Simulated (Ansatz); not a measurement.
In doubt: masses and optical values from hybrid runs of this build are listed as unsure (in some of the runs), which bears on the screening that GW takes from such a start.

Consider LaInO3 (Pnma).

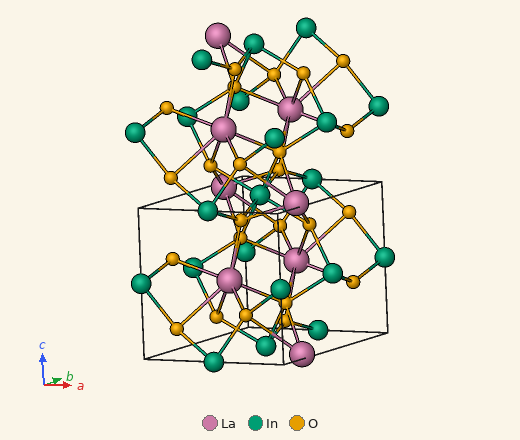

The structure (lanthanum pink, indium teal, oxygen orange). 1×1×2 cells are drawn. Some periodic images of atoms are drawn too.

```cif
data_structure
_symmetry_space_group_name_H-M 'P 1'
_symmetry_Int_Tables_number 1
_cell_length_a 5.9404
_cell_length_b 8.2158
_cell_length_c 5.7229
_cell_angle_alpha 90.000
_cell_angle_beta 90.000
_cell_angle_gamma 90.000
_cell_volume 279.31
loop_
_atom_site_label
_atom_site_type_symbol
_atom_site_fract_x
_atom_site_fract_y
_atom_site_fract_z
_atom_site_occupancy
La1 La 0.94639 0.25000 0.01531 1
La2 La 0.55361 0.75000 0.51531 1
La3 La 0.44639 0.25000 0.48469 1
La4 La 0.05361 0.75000 0.98469 1
In5 In 0.00000 0.00000 0.50000 1
In6 In 0.50000 0.00000 0.00000 1
In7 In 0.50000 0.50000 0.00000 1
In8 In 0.00000 0.50000 0.50000 1
O9 O 0.04438 0.25000 0.61270 1
O10 O 0.45562 0.75000 0.11270 1
O11 O 0.54438 0.25000 0.88730 1
O12 O 0.95562 0.75000 0.38730 1
O13 O 0.19805 0.05936 0.19558 1
O14 O 0.30195 0.94064 0.69558 1
O15 O 0.69805 0.44064 0.30442 1
O16 O 0.80195 0.55936 0.80442 1
O17 O 0.80195 0.94064 0.80442 1
O18 O 0.69805 0.05936 0.30442 1
O19 O 0.30195 0.55936 0.69558 1
O20 O 0.19805 0.44064 0.19558 1
```

Geometry: measured cell, ions relaxed with r2SCAN. The runs that relaxed it are not among those shown. Spin-orbit coupling is left out unless a run names it. PAW set soft_2, made with PBE.

Gaps computed with Ansatz 0.2.0 without a self-energy: HSE06 4.37 eV, r2SCAN 3.56 eV and PBE0 5.09 eV.

Q: Estimate the G0W0@HSE06 gap with 2×2×2 mesh, 436 empty bands, screening to 78 eV, default PAW files.

About 4.80 eV: on its mesh the run moves the gap from 4.38 eV by +0.42 eV. Among the scalar-relativistic levels given, PBE0 is nearest (+0.29 eV). Bands and cutoff are finite, so the gap is not at the basis limit. The miss can reach some tenths of an eV and take either sign; the mesh is an error of its own. The 2×2×2 mesh is coarse for this cell (its supercell is 11 Å along the shortest edge). The RPA ε∞ on it, from the HSE06 start, is 3.69, 3.79 and 3.85; such meshes misread the long-range screening, most where the gap is narrow. Empty 4f levels lie among the conduction bands. Their place in the start is unsure; it enters the screening, and the edge itself where they lie low. The many-body steps are scalar-relativistic: spin-orbit coupling is not in them.

[Paths, hosts, dates, memory and timing lines, banners, echoed tables and standing remarks are left out of the program output.]

[Logs are printed without paths, hosts, clocks, repeated set-up lines and the standing remarks that a program may print on its own settings, such as how far it seeks lower states.]

[Runs of the session that timed out or met a known fault of the program may be left out.]

[Cells called generated may have been cut or substituted from an entry of the Crystallography Open Database or the Materials Project.]

[Hosts, paths, dates, database ids (printed as entryN), source tags and the programs' standing remarks are cut or masked in the printed files.]
